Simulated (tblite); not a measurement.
# Geometry relaxation, with input and output: C7H11Al (part 1 of 4)

- system: C7H11Al
- method: GFN2-xTB geometry optimisation, gas phase (tblite 0.8.0)

It belongs to a series of runs on one base structure; here: H on C replaced by propynyl.

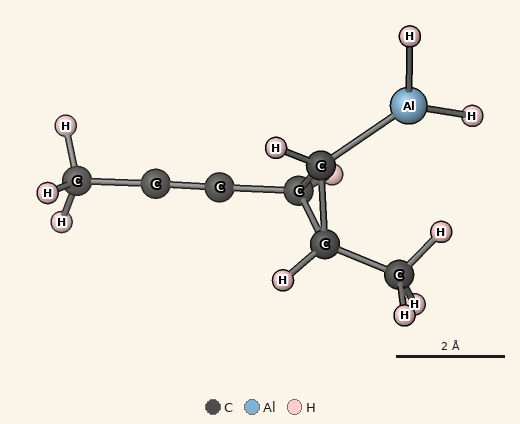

The structure as given in the input (ball-and-stick view, seen at a tilt). Sticks mark near contacts.

The input
```
{"job": {"kind": "relax", "xc": "GFN2-xTB", "basis": "xTB"}, "charge": 0, "multiplicity": 1}
C      4.017700     0.229100    -0.391400
C      2.574500     0.194100    -0.078400
C      1.406800     0.143700     0.186600
C     -0.059000     0.097200     0.459400
C     -0.866900    -0.952300    -0.235000
C     -2.157700    -1.485900     0.283800
C     -0.935400     0.476000    -0.733700
Al    -2.459600     1.623900    -0.228500
H      4.550200    -0.487500     0.259800
H      4.322800     1.267400    -0.247600
H      4.203600    -0.075300    -1.439200
H     -0.342500     0.476600     1.460500
H     -0.274400    -1.667700    -0.830600
H     -2.538900    -2.295900    -0.400200
H     -2.957800    -0.687200     0.320900
H     -2.099100    -1.960600     1.296500
H     -0.384500     0.736800    -1.659800
H     -3.197100     1.537100     1.182100
H     -2.812500     2.839600    -1.197500
```

The first line tells a small driver script what to run in tblite; the rest is the geometry in Å.

Run as:
```bash
OMP_NUM_THREADS=1 python <driver script> task.json out
```

Output
```
step      E/eV     max force
  0    -586.66880    1.960
  1    -586.74587    3.695
  2    -586.81777    1.276
  3    -586.85706    0.441
  4    -586.87990    0.335
  5    -586.89479    0.336
  6    -586.90368    0.222
  7    -586.91486    0.238
  8    -586.92686    0.321
  9    -586.93796    0.310
 10    -586.94684    0.194
 11    -586.95502    0.211
 12    -586.96290    0.251
 13    -586.97005    0.226
 14    -586.97574    0.159
 15    -586.98026    0.159
 16    -586.98425    0.171
 17    -586.98774    0.157
 18    -586.99069    0.137
 19    -586.99329    0.145
 20    -586.99555    0.139
 21    -586.99736    0.111
 22    -586.99867    0.090
 23    -586.99976    0.080
 24    -587.00107    0.113
 25    -587.00297    0.146
 26    -587.00551    0.139
 27    -587.00838    0.154
 28    -587.01124    0.129
 29    -587.01400    0.129
 30    -587.01676    0.134
 31    -587.01953    0.133
 32    -587.02230    0.134
 33    -587.02518    0.128
 34    -587.02832    0.139
 35    -587.03160    0.159
 36    -587.03459    0.134
 37    -587.03694    0.096
 38    -587.03878    0.108
 39    -587.04064    0.136
 40    -587.04280    0.154
 41    -587.04481    0.112
 42    -587.04596    0.094
 43    -587.04510    0.202
 44    -587.04725    0.080
 45    -587.04778    0.065
 46    -587.04919    0.061
 47    -587.04987    0.057
 48    -587.05060    0.060
 49    -587.05119    0.069
 50    -587.05194    0.063
 51    -587.05262    0.063
 52    -587.05308    0.042
 53    -587.05336    0.043
 54    -587.05366    0.048
 55    -587.05418    0.062
 56    -587.05509    0.092
 57    -587.05635    0.094
 58    -587.05771    0.091
 59    -587.05892    0.094
 60    -587.05994    0.080
 61    -587.06087    0.081
 62    -587.06168    0.063
 63    -587.06209    0.055
 64    -587.06241    0.036
 65    -587.06263    0.031
 66    -587.06298    0.025
 67    -587.06318    0.026
 68    -587.06336    0.022
 69    -587.06344    0.021
 70    -587.06352    0.023
 71    -587.06363    0.029
 72    -587.06379    0.034
 73    -587.06394    0.031
 74    -587.06408    0.027
 75    -587.06423    0.036
 76    -587.06441    0.040
 77    -587.06462    0.036
 78    -587.06480    0.031
 79    -587.06494    0.028
 80    -587.06507    0.027
 81    -587.06521    0.030
 82    -587.06541    0.037
 83    -587.06566    0.047
 84    -587.06598    0.049
 85    -587.06638    0.050
 86    -587.06675    0.038
 87    -587.06701    0.034
 88    -587.06718    0.032
 89    -587.06733    0.034
 90    -587.06747    0.035
 91    -587.06757    0.022
 92    -587.06763    0.022
 93    -587.06769    0.021
 94    -587.06778    0.027
 95    -587.06788    0.033
 96    -587.06797    0.025
 97    -587.06803    0.020
 98    -587.06808    0.017
 99    -587.06812    0.018
100    -587.06821    0.023
101    -587.06828    0.018
102    -587.06833    0.019
103    -587.06837    0.020
104    -587.06844    0.021
105    -587.06853    0.046
106    -587.06861    0.120
107    -587.06875    0.025
108    -587.06887    0.046
109    -587.06899    0.051
110    -587.06909    0.029
111    -587.06918    0.017
112    -587.06923    0.017
113    -587.06926    0.017
114    -587.06929    0.011
115    -587.06932    0.012
116    -587.06934    0.014
117    -587.06937    0.011
118    -587.06939    0.007
```

Trajectory as extended XYZ (Å, eV, eV/Å), 43 of the 119 frames kept, from step=0 to step=118
```
19
Properties=species:S:1:pos:R:3:forces:R:3 step=0 energy=-586.66880
C     4.0177    0.2291   -0.3914   -0.8650  -0.3040  -0.0280
C     2.5745    0.1941   -0.0784    0.8640  -0.2350  -0.3150
C     1.4068    0.1437    0.1866   -1.8590  -0.2150   0.5820
C    -0.0590    0.0972    0.4594    1.6010   0.4410  -0.0080
C    -0.8669   -0.9523   -0.2350    0.5140   0.1880  -0.6990
C    -2.1577   -1.4859    0.2838   -1.2560  -1.1540   0.5410
C    -0.9354    0.4760   -0.7337    0.1210   0.2540  -0.4870
Al   -2.4596    1.6239   -0.2285   -0.2260   0.4170   0.0300
H     4.5502   -0.4875    0.2598   -0.1640   0.5760  -0.1820
H     4.3228    1.2674   -0.2476    0.3580  -0.2760   0.0470
H     4.2036   -0.0753   -1.4392   -0.2160   0.2250   0.4760
H    -0.3425    0.4766    1.4605    0.1130  -0.3960  -0.5040
H    -0.2744   -1.6677   -0.8306   -0.3000   0.3190   0.2940
H    -2.5389   -2.2959   -0.4002    0.3200   0.7940   0.5410
H    -2.9578   -0.6872    0.3209    0.7110  -0.5710   0.0540
H    -2.0991   -1.9606    1.2965    0.1180   0.4670  -0.6910
H    -0.3845    0.7368   -1.6598    0.0130  -0.2800   0.3820
H    -3.1971    1.5371    1.1821    0.1650   0.0920  -0.3440
H    -2.8125    2.8396   -1.1975   -0.0130  -0.3440   0.3110
19
Properties=species:S:1:pos:R:3:forces:R:3 step=3 energy=-586.85706
C     3.9891    0.2244   -0.3900   -0.2420   0.0460   0.0600
C     2.5627    0.1822   -0.0810    0.1630  -0.1570  -0.1200
C     1.3934    0.1377    0.1980   -0.2840  -0.1090   0.1870
C    -0.0268    0.1076    0.4514   -0.1350  -0.0100  -0.1760
C    -0.8637   -0.9396   -0.2475   -0.1070   0.0050  -0.0220
C    -2.1770   -1.5066    0.2936    0.4150   0.1440  -0.0440
C    -0.9317    0.4828   -0.7407    0.0080   0.2210   0.0180
Al   -2.4646    1.6385   -0.2276    0.0980   0.1110   0.0030
H     4.5439   -0.4662    0.2546   -0.1200   0.2320   0.0180
H     4.3356    1.2528   -0.2460    0.1070  -0.2090   0.0430
H     4.1938   -0.0678   -1.4246   -0.2320   0.0660   0.0880
H    -0.3375    0.4610    1.4419    0.0870  -0.2070  -0.1940
H    -0.2819   -1.6599   -0.8245   -0.1190   0.1300   0.0320
H    -2.5324   -2.2766   -0.3875   -0.0230  -0.0010  -0.0190
H    -2.9345   -0.7071    0.3244    0.1050  -0.0930   0.1060
H    -2.0935   -1.9488    1.2823    0.1430   0.0140   0.0900
H    -0.3795    0.7269   -1.6518    0.1490  -0.1390  -0.0220
H    -3.1907    1.5413    1.1679    0.0770   0.0860  -0.2080
H    -2.8143    2.8266   -1.1851   -0.0880  -0.1310   0.1600
19
Properties=species:S:1:pos:R:3:forces:R:3 step=6 energy=-586.90368
C     3.9653    0.2265   -0.3855    0.0890  -0.0230  -0.0080
C     2.5493    0.1642   -0.0865   -0.1390   0.0130   0.0530
C     1.3843    0.1253    0.2124    0.0550  -0.0670  -0.0490
C    -0.0323    0.1076    0.4346   -0.0130  -0.0230   0.0850
C    -0.8695   -0.9279   -0.2562    0.0230   0.0110  -0.1340
C    -2.1533   -1.5037    0.2951   -0.1230  -0.0670   0.0750
C    -0.9293    0.5022   -0.7442    0.0500  -0.0120  -0.1510
Al   -2.4539    1.6515   -0.2271    0.1220  -0.0230  -0.0190
H     4.5311   -0.4423    0.2588   -0.0340  -0.1010   0.1340
H     4.3478    1.2343   -0.2403   -0.0690   0.1340   0.0470
H     4.1666   -0.0607   -1.4159   -0.1470  -0.0340  -0.0980
H    -0.3309    0.4376    1.4239   -0.0990  -0.0280   0.1540
H    -0.2927   -1.6476   -0.8254    0.0220   0.0170  -0.1720
H    -2.5301   -2.2702   -0.3842    0.0780   0.0110   0.0450
H    -2.9183   -0.7191    0.3374   -0.0150   0.0840   0.1150
H    -2.0737   -1.9444    1.2871    0.2210  -0.0080   0.0210
H    -0.3624    0.7111   -1.6534    0.0970  -0.0230  -0.0730
H    -3.1819    1.5517    1.1446    0.0100   0.0610  -0.0160
H    -2.8258    2.8132   -1.1675   -0.1290   0.0780  -0.0090
19
Properties=species:S:1:pos:R:3:forces:R:3 step=8 energy=-586.92686
C     3.9570    0.2262   -0.3826   -0.0710   0.0050   0.0560
C     2.5359    0.1537   -0.0869    0.2930   0.1250   0.0360
C     1.3757    0.1097    0.2194   -0.0880  -0.0050  -0.0190
C    -0.0394    0.1045    0.4310    0.0050  -0.0270   0.0220
C    -0.8718   -0.9196   -0.2744   -0.1440  -0.0140   0.0600
C    -2.1456   -1.5055    0.3025    0.0030   0.1600  -0.0360
C    -0.9223    0.5143   -0.7606    0.1130  -0.2320   0.0290
Al   -2.4342    1.6584   -0.2292   -0.0170   0.0430  -0.0810
H     4.5183   -0.4361    0.2747   -0.0310  -0.1340  -0.0090
H     4.3483    1.2341   -0.2318   -0.1880   0.0390  -0.0200
H     4.1329   -0.0593   -1.4192    0.0010  -0.0420   0.0060
H    -0.3364    0.4184    1.4264   -0.1490   0.0050   0.1090
H    -0.2981   -1.6372   -0.8437    0.0680  -0.0450  -0.2200
H    -2.5216   -2.2663   -0.3783   -0.0100  -0.0730   0.0510
H    -2.9094   -0.7184    0.3586    0.0030   0.0170   0.1200
H    -2.0371   -1.9427    1.2937    0.1880  -0.0160  -0.0340
H    -0.3401    0.6980   -1.6627    0.1050   0.0610  -0.1070
H    -3.1746    1.5652    1.1271    0.0150   0.0250   0.0860
H    -2.8472    2.8120   -1.1564   -0.0960   0.1090  -0.0500
19
Properties=species:S:1:pos:R:3:forces:R:3 step=11 energy=-586.95502
C     3.9473    0.2242   -0.3750   -0.0530  -0.0130   0.0250
C     2.5319    0.1576   -0.0750   -0.0940   0.0600   0.1290
C     1.3690    0.0923    0.2226    0.0270   0.0620   0.0590
C    -0.0467    0.0952    0.4331    0.0230  -0.0550  -0.0490
C    -0.8775   -0.9189   -0.2947    0.1300  -0.0450  -0.0190
C    -2.1371   -1.4978    0.3092    0.1020  -0.0350  -0.0370
C    -0.9037    0.5096   -0.7814   -0.0340   0.0850   0.0420
Al   -2.4132    1.6705   -0.2428   -0.0900   0.0360  -0.0770
H     4.4991   -0.4456    0.2892   -0.0080  -0.0080  -0.1570
H     4.3242    1.2394   -0.2249   -0.0890  -0.0700  -0.0470
H     4.0960   -0.0629   -1.4190    0.1250  -0.0110   0.1410
H    -0.3611    0.3963    1.4375   -0.0440  -0.0410  -0.2020
H    -0.3017   -1.6263   -0.8875   -0.0700   0.0010   0.0120
H    -2.5141   -2.2686   -0.3617   -0.1120  -0.0030   0.0950
H    -2.9008   -0.7131    0.3993    0.0550  -0.0520   0.0750
H    -1.9710   -1.9411    1.2929    0.0550   0.0280  -0.0950
H    -0.3036    0.6892   -1.6813   -0.0050   0.0140   0.1100
H    -3.1626    1.5840    1.1181    0.0970   0.0000   0.0370
H    -2.8841    2.8253   -1.1508   -0.0160   0.0470  -0.0420
19
Properties=species:S:1:pos:R:3:forces:R:3 step=14 energy=-586.97574
C     3.9297    0.2214   -0.3647    0.0740  -0.0010  -0.0140
C     2.5246    0.1688   -0.0498   -0.0830  -0.0670   0.0080
C     1.3622    0.0889    0.2357   -0.0130   0.0510   0.0780
C    -0.0491    0.0826    0.4261   -0.0830   0.0460  -0.0340
C    -0.8711   -0.9210   -0.3131   -0.0430   0.0280  -0.1510
C    -2.1185   -1.4952    0.3089   -0.0180  -0.1080   0.0440
C    -0.8940    0.5140   -0.7891   -0.0950   0.1060  -0.0210
Al   -2.4120    1.6848   -0.2639   -0.0230  -0.0320   0.0070
H     4.4857   -0.4559    0.2794    0.0800  -0.0260   0.0500
H     4.2947    1.2358   -0.2259    0.0980   0.0810   0.0310
H     4.0869   -0.0682   -1.4015    0.0210  -0.0300  -0.0740
H    -0.3881    0.3744    1.4192   -0.0460  -0.0020  -0.0170
H    -0.3109   -1.6220   -0.9221    0.0090  -0.0630  -0.0020
H    -2.5256   -2.2713   -0.3361   -0.0740   0.0150   0.0020
H    -2.8832   -0.7179    0.4406    0.0920   0.0010   0.0050
H    -1.9122   -1.9375    1.2809    0.0360  -0.0560   0.0680
H    -0.2768    0.6866   -1.6797   -0.0540   0.0450   0.1000
H    -3.1379    1.5980    1.1169    0.1160  -0.0010  -0.0270
H    -2.9141    2.8429   -1.1541    0.0060   0.0130  -0.0560
19
Properties=species:S:1:pos:R:3:forces:R:3 step=17 energy=-586.98774
C     3.9246    0.2201   -0.3587   -0.0020   0.0000   0.0190
C     2.5155    0.1653   -0.0354    0.1320  -0.0510  -0.0690
C     1.3535    0.0937    0.2546   -0.0270   0.0450  -0.0410
C    -0.0619    0.0808    0.4154   -0.0170   0.0250   0.0140
C    -0.8757   -0.9186   -0.3410   -0.0780  -0.0220   0.0670
C    -2.1054   -1.5042    0.3135   -0.0040   0.0350   0.0010
C    -0.9002    0.5271   -0.7955   -0.0280  -0.1460  -0.0130
Al   -2.4151    1.6929   -0.2773   -0.0250   0.0500  -0.0240
H     4.4866   -0.4618    0.2791    0.0300   0.0510   0.0410
H     4.2900    1.2389   -0.2223    0.0540  -0.0580   0.0210
H     4.0817   -0.0741   -1.3973   -0.0390   0.0230   0.0060
H    -0.4126    0.3586    1.4053   -0.0910   0.0030   0.0820
H    -0.3163   -1.6256   -0.9447    0.0090   0.0220  -0.0350
H    -2.5434   -2.2719   -0.3197   -0.0240  -0.0260  -0.0080
H    -2.8583   -0.7218    0.4688    0.0360   0.0260   0.0290
H    -1.8690   -1.9433    1.2816    0.0280  -0.0690  -0.0100
H    -0.2656    0.6927   -1.6685   -0.0250   0.1230  -0.0810
H    -3.1057    1.6071    1.1122    0.0560  -0.0020   0.0390
H    -2.9323    2.8534   -1.1624    0.0140  -0.0300  -0.0390
19
Properties=species:S:1:pos:R:3:forces:R:3 step=20 energy=-586.99555
C     3.9271    0.2180   -0.3543   -0.0260  -0.0270   0.0120
C     2.5163    0.1567   -0.0327   -0.1110  -0.0040   0.0250
C     1.3505    0.1061    0.2578    0.0070   0.0180  -0.0780
C    -0.0715    0.0830    0.4131    0.0310  -0.0230   0.0080
C    -0.8816   -0.9224   -0.3505    0.1270  -0.0180   0.0540
C    -2.1016   -1.5107    0.3173    0.0130  -0.0090  -0.0020
C    -0.9112    0.5204   -0.8022    0.0010   0.0380  -0.0190
Al   -2.4209    1.7002   -0.2875    0.0540  -0.0240   0.0050
H     4.4948   -0.4605    0.2840   -0.0070   0.0410   0.0070
H     4.2961    1.2359   -0.2175    0.0060  -0.0560   0.0100
H     4.0786   -0.0752   -1.3951   -0.0110   0.0240   0.0440
H    -0.4384    0.3522    1.4054    0.0180  -0.0270  -0.0720
H    -0.3186   -1.6260   -0.9587   -0.0190   0.0490   0.0250
H    -2.5587   -2.2744   -0.3108    0.0170   0.0330   0.0190
H    -2.8401   -0.7191    0.4876   -0.0120   0.0040   0.0610
H    -1.8447   -1.9575    1.2792   -0.0190  -0.0330  -0.0720
H    -0.2694    0.7147   -1.6682   -0.0870   0.0090  -0.0260
H    -3.0780    1.6109    1.1173    0.0220   0.0280   0.0310
H    -2.9386    2.8569   -1.1766   -0.0050  -0.0240  -0.0320
19
Properties=species:S:1:pos:R:3:forces:R:3 step=22 energy=-586.99867
C     3.9237    0.2155   -0.3506    0.0000  -0.0090   0.0100
C     2.5132    0.1522   -0.0312   -0.0420   0.0290   0.0300
C     1.3466    0.1117    0.2544   -0.0170   0.0000  -0.0300
C    -0.0735    0.0827    0.4114   -0.0010   0.0150  -0.0300
C    -0.8782   -0.9239   -0.3502    0.0110   0.0160  -0.0420
C    -2.0977   -1.5120    0.3187    0.0090  -0.0020   0.0090
C    -0.9148    0.5184   -0.8060    0.0040   0.0590   0.0210
Al   -2.4190    1.7031   -0.2917    0.0340  -0.0330   0.0340
H     4.4967   -0.4560    0.2874   -0.0130  -0.0360   0.0280
H     4.2991    1.2295   -0.2143   -0.0260   0.0280   0.0160
H     4.0742   -0.0737   -1.3907    0.0060  -0.0160  -0.0090
H    -0.4488    0.3463    1.4010    0.0470   0.0010  -0.0380
H    -0.3205   -1.6223   -0.9648    0.0340  -0.0150   0.0060
H    -2.5635   -2.2732   -0.3057    0.0230   0.0490  -0.0170
H    -2.8319   -0.7184    0.5015    0.0040  -0.0130   0.0490
H    -1.8334   -1.9663    1.2735   -0.0160  -0.0420  -0.0160
H    -0.2754    0.7245   -1.6719   -0.0790  -0.0420  -0.0080
H    -3.0641    1.6156    1.1208    0.0230   0.0400   0.0110
H    -2.9427    2.8558   -1.1839   -0.0020  -0.0280  -0.0240
```
